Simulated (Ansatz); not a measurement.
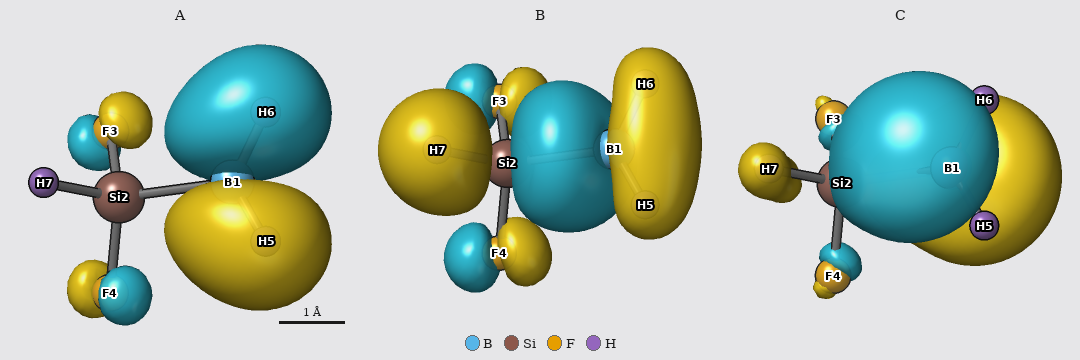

Figure 1: BF2H3Si. Three frontier orbitals at ±0.1 Å⁻³ᐟ² (yellow and cyan are the two phases), in no order.

Computed with RKS PBE0-D4/6-31G* (Ansatz 0.2.0).

```xyz
7

B    -0.7538    0.9420   -0.0823
Si    0.5121   -0.6207    0.0386
F     0.6063   -1.1868    1.5389
F     0.0246   -1.8468   -0.8776
H    -1.3437    1.1800   -1.0960
H    -0.8728    1.7097    0.8280
H     1.8885   -0.2454   -0.3952
```

**Order the three orbitals by energy and name them.**

A is the HOMO−1 (−10.35 eV). Its weight (Hirshfeld) is mainly on B1 (about 40 %), H5 (about 25 %) and H6 (about 25 %). B is the HOMO (−8.56 eV). Its weight (Hirshfeld) is mainly on B1 (about 30 %), Si2 (about 30 %), H7 (about 15 %), F3 (about 5 %) and F4 (about 5 %). C is the LUMO (−2.77 eV). Its weight (Hirshfeld) is mainly on B1 (about 65 %), Si2 (about 20 %), H6 (about 5 %) and H5 (about 5 %).

**What is the HOMO–LUMO gap?**

5.79 eV between the orbital energies.
